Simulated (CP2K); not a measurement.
# HNO3 (nitric acid): PM3

What is the vertical singlet–triplet gap of HNO3 (nitric acid) at PM3? 

The calculation is run with CP2K 2026.2.

## 1. Starting point

HNO3: 5 atoms, total charge 0, spin state singlet. As SMILES, `O=[N+]([O-])O`. The coordinates come from a GFN2-xTB relaxation. This is one conformer, not always the lowest.

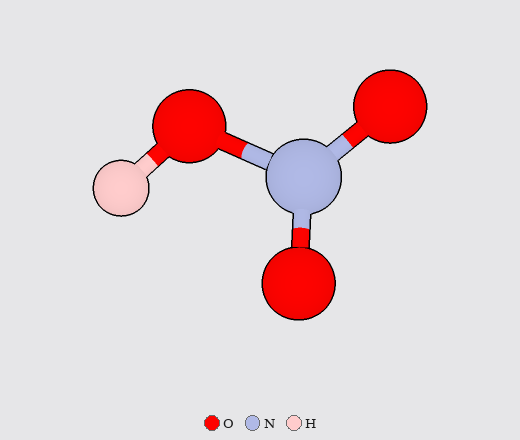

Viewed from a chosen angle; oxygen red, nitrogen light blue, hydrogen pink.

## 2. Energy and gradient at PM3

Input file job.inp:

```
&GLOBAL
   PROJECT job
   RUN_TYPE ENERGY_FORCE
   PRINT_LEVEL MEDIUM
&END GLOBAL

&FORCE_EVAL
   METHOD Quickstep
   &DFT
      CHARGE 0
      MULTIPLICITY 1
      &QS
         METHOD PM3
         EPS_DEFAULT 1.0E-10
         &SE
            &COULOMB
               CUTOFF [angstrom] 50
               RC_RANGE [angstrom] 0
            &END COULOMB
            &EXCHANGE
               CUTOFF [angstrom] 50
               RC_RANGE [angstrom] 0
            &END EXCHANGE
         &END SE
      &END QS
      &POISSON
         PERIODIC NONE
         POISSON_SOLVER ANALYTIC
      &END POISSON
      &SCF
         SCF_GUESS ATOMIC
         EPS_SCF 1.0E-06
         MAX_SCF 80
         &DIAGONALIZATION
            ALGORITHM STANDARD
         &END DIAGONALIZATION
         &MIXING
            METHOD DIRECT_P_MIXING
            ALPHA 0.4
         &END MIXING
      &END SCF
      &PRINT
         &MOMENTS
            PERIODIC F
            REFERENCE COM
            MAX_MOMENT 1
         &END MOMENTS
         &MO ON
            ENERGIES T
            OCCUPATION_NUMBERS T
            NDIGITS 6
            &EACH
               QS_SCF 0
            &END EACH
            ADD_LAST NUMERIC
         &END MO
         &HIRSHFELD OFF
         &END HIRSHFELD
      &END PRINT
   &END DFT
   &SUBSYS
      &CELL
         ABC [angstrom] 14.3 14.1 13.5
         PERIODIC NONE
      &END CELL
      &COORD
         O      8.282915     6.852415     7.512665
         N      7.224675     6.868535     7.003105
         O      6.395745     6.024435     6.928045
         O      6.900455     8.075565     6.392185
         H      6.017085     8.034915     5.987335
      &END COORD
   &END SUBSYS
   &PRINT
      &FORCES ON
      &END FORCES
   &END PRINT
&END FORCE_EVAL
```

Run with:

```bash
$ OMP_NUM_THREADS=1 cp2k.psmp -i job.inp -o job.out
```

Standard output:

```text
CP2K| version string:                                       CP2K version 2026.2
[...]
 GLOBAL| Method name                                                        CP2K
[...]
 GLOBAL| Run type                                                   ENERGY_FORCE
[...]
                             - Atoms:                                          5
[...]
                             - Spherical basis functions:                     17
[...]
 Number of electrons:                                                         24
[...]
     1 P_Mix/Diag. 0.40E+00    0.0     0.73327354       -33.6006030179 -3.36E+01
[...]
    15 DIIS/Diag.  0.22E-06    0.0     0.00000039       -38.7781281157 -8.31E-11
  *** SCF run converged in    15 steps ***
  Core-core repulsion energy [eV]:                           1662.18130295895799
  Core Hamiltonian energy [eV]:                             -1765.62037268715380
  Two-electron integral energy [eV]:                        -1903.53491933336022
  Electronic energy [eV]:                                   -2717.38783235383426
  Total energy [eV]:                                        -1055.20652939487582
  Atomic reference energy [eV]:                              1053.62138321018278
  Heat of formation [kcal/mol]:                               -36.55434230886102
[...]
 SE_DIPOLE| Moment [Debye]          1.66514639      -1.32695979       1.29400637
 SE_DIPOLE| Derivative [a.u.]       0.00000000       0.00000000       0.00000000
 ENERGY| Total FORCE_EVAL ( QS ) energy [hartree]            -38.778128115694741
 FORCES| Atomic forces [hartree/bohr]
 FORCES|   Atom     x               y               z               |f|
 FORCES|      1  3.95377805E-02  6.15703335E-03  1.64832902E-02   4.32763677E-02
 FORCES|      2 -8.97694606E-03  1.29318924E-02 -9.16889953E-03   1.82177968E-02
 FORCES|      3 -3.26562478E-02 -2.77683847E-02 -5.02933048E-03   4.31602581E-02
 FORCES|      4 -1.40912712E-02  1.10334548E-02 -1.08753164E-02   2.09421479E-02
 FORCES|      5  1.61866846E-02 -2.35399586E-03  8.59025623E-03   1.84754583E-02
 FORCES| Sum    -1.06858966E-15  5.82867088E-16 -4.02455846E-16
 FORCES| Total atomic force                                       1.28202520E-15
[...]
```

It took 0.22 s on 1 thread of Arm Neoverse V2, shared host.

## 3. The triplet

Input file mol.inp:

```
&GLOBAL
   PROJECT_NAME mol
   RUN_TYPE ENERGY_FORCE
   PRINT_LEVEL MEDIUM
&END GLOBAL

&FORCE_EVAL
   METHOD QS
   &DFT
      CHARGE 0
      MULTIPLICITY 3
      UKS T
      &QS
         METHOD PM3
         EPS_DEFAULT 1.0E-10
         &SE
            &COULOMB
               CUTOFF [angstrom] 50
               RC_RANGE [angstrom] 0
            &END COULOMB
            &EXCHANGE
               CUTOFF [angstrom] 50
               RC_RANGE [angstrom] 0
            &END EXCHANGE
         &END SE
      &END QS
      &POISSON
         PERIODIC NONE
         POISSON_SOLVER ANALYTIC
      &END POISSON
      ! self-consistent field
      &SCF
         SCF_GUESS ATOMIC
         EPS_SCF 1.0E-06
         MAX_SCF 100
         ADDED_MOS 2
         &DIAGONALIZATION
            ALGORITHM STANDARD
         &END DIAGONALIZATION
         &MIXING
            METHOD DIRECT_P_MIXING
            ALPHA 0.4
         &END MIXING
      &END SCF
      ! extra output
      &PRINT
         &MOMENTS
            PERIODIC F
            REFERENCE COM
            MAX_MOMENT 1
         &END MOMENTS
         &MO ON
            ENERGIES T
            OCCUPATION_NUMBERS T
            NDIGITS 6
            &EACH
               QS_SCF 0
            &END EACH
            ADD_LAST NUMERIC
         &END MO
         &HIRSHFELD OFF
         &END HIRSHFELD
      &END PRINT
   &END DFT
   ! atoms, cell and kinds
   &SUBSYS
      ! vacuum box
      &CELL
         ABC [angstrom] 14.3 14.1 13.5
         PERIODIC NONE
      &END CELL
      &COORD
         O      8.282915     6.852415     7.512665
         N      7.224675     6.868535     7.003105
         O      6.395745     6.024435     6.928045
         O      6.900455     8.075565     6.392185
         H      6.017085     8.034915     5.987335
      &END COORD
   &END SUBSYS
   &PRINT
      &FORCES ON
      &END FORCES
   &END PRINT
&END FORCE_EVAL
```

Run with:

```bash
$ OMP_NUM_THREADS=1 cp2k.psmp -i mol.inp -o mol.out
```

Standard output:

```text
CP2K| version string:                                       CP2K version 2026.2
[...]
 GLOBAL| Method name                                                        CP2K
[...]
 GLOBAL| Run type                                                   ENERGY_FORCE
[...]
                             - Atoms:                                          5
[...]
                             - Spherical basis functions:                     17
[...]
 Number of electrons:                                                         13
[...]
     1 P_Mix/Diag. 0.40E+00    0.0     0.35895938       -33.6006030179 -3.36E+01
[...]
    39 DIIS/Diag.  0.48E-06    0.0     0.00000081       -38.5788809207 -2.90E-11
  *** SCF run converged in    39 steps ***
  Core-core repulsion energy [eV]:                           1662.18130295895799
  Core Hamiltonian energy [eV]:                             -1738.87828096143858
  Two-electron integral energy [eV]:                        -1946.17551897549765
  Electronic energy [eV]:                                   -2711.96604044918740
  Total energy [eV]:                                        -1049.78473749022942
  Atomic reference energy [eV]:                              1053.62138321018278
  Heat of formation [kcal/mol]:                                88.47515914890847
[...]
 SE_DIPOLE| Moment [Debye]          2.01601774       1.42474846       0.41996070
 SE_DIPOLE| Derivative [a.u.]       0.00000000       0.00000000       0.00000000
 ENERGY| Total FORCE_EVAL ( QS ) energy [hartree]            -38.578880920737440
 FORCES| Atomic forces [hartree/bohr]
 FORCES|   Atom     x               y               z               |f|
 FORCES|      1  3.88008793E-02 -2.32448357E-02  2.72577929E-02   5.28092595E-02
 FORCES|      2  1.12277744E-01  2.70979895E-02  4.31602428E-02   1.23302066E-01
 FORCES|      3 -9.52433980E-02 -1.04715613E-01 -5.69654806E-03   1.41665504E-01
 FORCES|      4 -6.40290115E-02  8.10978893E-02 -6.11410844E-02   1.20061710E-01
 FORCES|      5  8.19378613E-03  1.97645697E-02 -3.58040317E-03   2.16932163E-02
 FORCES| Sum     5.55111512E-17 -4.44089210E-16  1.11022302E-16
 FORCES| Total atomic force                                       4.61110253E-16
[...]
```

Run time: 0.28 s. Hardware: 1 thread of Arm Neoverse V2, shared host.

## 4. Outcome

Level: PM3.

| quantity | value |
| --- | --- |
| singlet: total energy | -38.77813 Eh |
| singlet: dipole moment | 2.49 D |
| singlet: HOMO energy | -12.96 eV |
| singlet: heat of formation at this unrelaxed shape | -36.6 kcal/mol |
| singlet: largest force on an atom | 2.225 eV/Å |
| triplet: total energy | -38.57888 Eh |
| triplet: dipole moment | 2.50 D |
| triplet: HOMO energy (highest over α and β) | -7.41 eV |
| triplet: LUMO energy (lowest over α and β) | -3.88 eV |
| triplet: heat of formation at this unrelaxed shape | 88.5 kcal/mol |
| triplet: largest force on an atom | 7.285 eV/Å |
| vertical energy of the triplet above the singlet | 5.422 eV |

What this shows: At this shape the triplet lies 5.42 eV (125 kcal/mol) above the singlet. The largest force (singlet) is 2.23 eV/Å: the shape isn't a stationary point for this species at this level.
